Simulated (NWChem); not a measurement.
**One shape, several levels: C2H3FO (SMILES CC(=O)F)**

Aim: a comparison of 3 runs (HF/3-21G, M06-2X/aug-cc-pVDZ, r2SCAN/aug-cc-pVDZ) of C2H3FO. 

The results are computed with NWChem 7.3.0.

1 further run of the same task is left out (set aside as unsound or not needed). Runs told in other sessions of the task aren't counted.

## (1) The structure to begin with

C2H3FO: 7 atoms, total charge 0, spin state singlet. SMILES: `CC(=O)F`. The C1–H6 distance was set to 1.419 Å, away from the relaxed value.

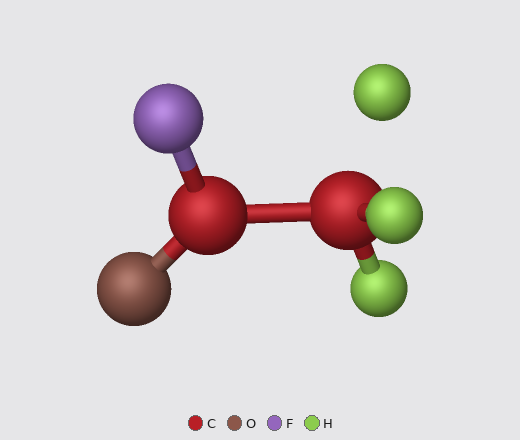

The structure, seen from a chosen angle (carbon red, oxygen brown, fluorine purple, hydrogen green).

## (2) A single-point energy at HF/3-21G (run 1)

job.nw reads:

```
start job
title "C2H3FO"
memory 2200 mb

geometry units angstroms noautosym nocenter noautoz
 C        0.276708       0.254507       0.523683
 C       -0.903492       0.205107      -0.380537
 O       -2.044012       0.073767      -0.111727
 F       -0.519292       0.337087      -1.669357
 H       -0.043282       0.147557       1.556703
 H        1.180650      -0.783140       0.176830
 H        0.801108       1.201867       0.384653
end

basis spherical bse
 * library 3-21G
end

scf
 thresh 1e-08
 maxiter 80
end

task scf energy
```

On the command line:

```bash
nwchem job.nw > job.out
```

Standard output:

```text
[...]
  functions       =    42
[...]
  wavefunction    = RHF
[...]
         Total SCF energy =   -250.363661704236
      One-electron energy =   -578.709410732185
      Two-electron energy =    210.231999700197
 Nuclear repulsion energy =    118.113749327753
        Time for solution =      0.8s
[...]
```

Run time: 1.4 s. Hardware: 1 thread of Intel Xeon 6975P-C (Granite Rapids), shared host; peak memory 0.1 GiB.

## (3) The energy at M06-2X/aug-cc-pVDZ (run 2)

work.xyz reads:

```xyz
7
C2H3FO energy
C      0.276708     0.254507     0.523683
C     -0.903492     0.205107    -0.380537
O     -2.044012     0.073767    -0.111727
F     -0.519292     0.337087    -1.669357
H     -0.043282     0.147557     1.556703
H      1.180650    -0.783140     0.176830
H      0.801108     1.201867     0.384653
```

run.py reads:

```python
from ase.io import read
from ase.calculators.nwchem import NWChem

molecule = read('work.xyz')

calc = NWChem(
    label='work',
    theory='dft',
    memory='2200 mb',
    basis='aug-cc-pVDZ',
    basispar='spherical bse',
    dft={'xc': 'm06-2x', 'mult': '1', 'grid': 'fine', 'convergence': 'energy 1e-08', 'iterations': '100', 'mulliken': None},
    task='energy',
)
molecule.calc = calc

print(f"energy = {molecule.get_potential_energy():.6f} eV")
print("dipole (e A):", molecule.get_dipole_moment().round(4))
```

On the command line:

```bash
export ASE_NWCHEM_COMMAND="nwchem PREFIX.nwi > PREFIX.nwo"
python run.py
```

Standard output:

```text
energy = -6884.411364 eV
dipole (e A): [0.5442 0.042  0.297 ]
```

The calculator wrote work.nwi:

```
title "work"

permanent_dir work

scratch_dir work

start work

geometry units angstrom nocenter noautosym noautoz
  C  2.7670800000000001e-01 2.5450699999999998e-01 5.2368300000000001e-01
  C  -9.0349199999999996e-01 2.0510700000000001e-01 -3.8053700000000001e-01
  O  -2.0440119999999999e+00 7.3766999999999999e-02 -1.1172700000000001e-01
  F  -5.1929199999999998e-01 3.3708700000000003e-01 -1.6693570000000000e+00
  H  -4.3282000000000001e-02 1.4755699999999999e-01 1.5567029999999999e+00
  H  1.1806500000000000e+00 -7.8313999999999995e-01 1.7682999999999999e-01
  H  8.0110800000000004e-01 1.2018670000000000e+00 3.8465300000000002e-01
end

memory 2200 mb

basis spherical bse noprint
   * library aug-cc-pVDZ
end

dft
  xc m06-2x
  mult 1
  grid fine
  convergence energy 1e-08
  iterations 100
  mulliken
end

task dft energy
```

work.nwo:

```text
Northwest Computational Chemistry Package (NWChem) 7.3.0
             --------------------------------------------------------

           Job information
           ---------------

    nwchem branch   = 7.3.0
    use scalapack   = T
    input           = work.nwi
    prefix          = work.
    data base       = work/work.db
    status          = startup
    nproc           =        1

           Memory information
           ------------------

[... 5 lines left out ...]
    hardfail = no
[... 122 lines left out ...]
          Convergence on energy requested:  1.00D-08
[... 25 lines left out ...]
          Convergence Information
[... 30 lines left out ...]
 1-e energy   =    -578.707200
[... 45 lines left out ...]
      One electron energy =     -580.765167008464
[... 8 lines left out ...]
                       DFT Final Molecular Orbital Analysis
[... 872 lines left out ...]
     Multipole analysis of the density
     ---------------------------------

     L   x y z        total         alpha         beta         nuclear
     -   - - -        -----         -----         ----         -------
     0   0 0 0     -0.000000    -16.000000    -16.000000     32.000000

     1   1 0 0      1.028316     22.102342     22.102342    -43.176369
[... 8 lines of this table left out ...]
     2   0 0 2    -18.403152    -63.298743    -63.298743    108.194333

 Task  times  cpu:       30.6s     wall:       30.6s
 Total times  cpu:       30.6s     wall:       30.6s
```

It took 32 s on 1 thread of Intel Xeon 6975P-C (Granite Rapids), shared host; peak memory 0.12 GiB.

## (4) The energy at r2SCAN/aug-cc-pVDZ (run 3)

input.nw reads:

```
start input
memory 2200 mb

geometry units angstroms noautosym nocenter noautoz
 C     0.276708    0.254507    0.523683
 C    -0.903492    0.205107   -0.380537
 O    -2.044012    0.073767   -0.111727
 F    -0.519292    0.337087   -1.669357
 H    -0.043282    0.147557    1.556703
 H     1.180650   -0.783140    0.176830
 H     0.801108    1.201867    0.384653
end

basis spherical bse
 * library aug-cc-pVDZ
end

dft
 xc r2scan
 mult 1
 grid fine
 convergence energy 1e-08
 maxiter 100
 mulliken
 noprint "final vectors analysis"
end

task dft energy
```

On the command line:

```bash
nwchem input.nw > input.out
```

Standard output:

```text
[...]
          Wavefunction type:  closed shell.
          No. of atoms     :     7
          No. of electrons :    32
[...]
          Charge           :     0
          Spin multiplicity:     1
[...]
          AO basis - number of functions:   119
[...]
              XC Information
              --------------
                      r^2SCAN Method XC Functional
               r^2SCAN metaGGA Exchange Functional  1.000
                     r^2SCAN Correlation Potential  1.000
[...]
 d= 0,ls=0.0,diis     1   -252.8341971019 -3.71D+02  2.18D-02  1.22D+00     3.2
[...]
 d= 0,ls=0.0,diis    11   -252.9715768073 -2.36D-09  1.85D-07  9.99D-10    29.3
         Total DFT energy =     -252.971576807301
      One electron energy =     -580.885803934515
           Coulomb energy =      240.587257870143
    Exchange-Corr. energy =      -30.786780070681
 Nuclear repulsion energy =      118.113749327753
[...]
      Total Density - Mulliken Population Analysis
     ---------------------------------------------
    Atom       Charge   Shell Charges
 -----------   ------   -------------------------------------------------------
    1 C    6     6.01   2.02  0.66  0.40  0.16  2.04  0.69  0.03  0.04 -0.03
    2 C    6     5.28   2.02  0.70  0.40 -0.16  1.93  0.12 -0.02  0.24  0.04
    3 O    8     8.41   2.01  0.85  0.98  0.15  2.82  1.49  0.07  0.02  0.02
    4 F    9     9.45   2.01  0.90  1.05  0.15  3.32  1.90  0.11  0.00  0.02
    5 H    1     1.12   0.76  0.34  0.00  0.03 -0.02
    6 H    1     0.67   0.61  0.10 -0.01  0.02 -0.05
    7 H    1     1.06   0.75  0.28  0.01  0.03 -0.02
[...]
```

Wall time 30 s (1 thread of Intel Xeon 6975P-C (Granite Rapids), shared host); peak memory 0.12 GiB.

## (5) The series

```csv
run,level,iteration cap,module,energy (Eh),dipole moment (D),HOMO energy (eV),LUMO energy (eV),wall time
1,HF/3-21G,80,scf,-250.363662,3.22,-12.92,3.61,1.4 s
2,M06-2X/aug-cc-pVDZ,100,dft,-252.997453,2.98,-10.65,-0.45,32 s
3,r2SCAN/aug-cc-pVDZ,100,dft,-252.971577,2.90,–,–,30 s
```

## (6) What came out

| quantity | value |
| --- | --- |
| run 3: total energy | -252.97158 Eh |
| run 3: dipole moment | 2.90 D |

In words: The dipole moment (its size) runs from 2.90 D (r2SCAN/aug-cc-pVDZ) to 3.22 D (HF/3-21G). The two ends differ in method and basis. Totals of different functionals can't be ranked against each other. All runs together took 63 s, the longest 32 s.
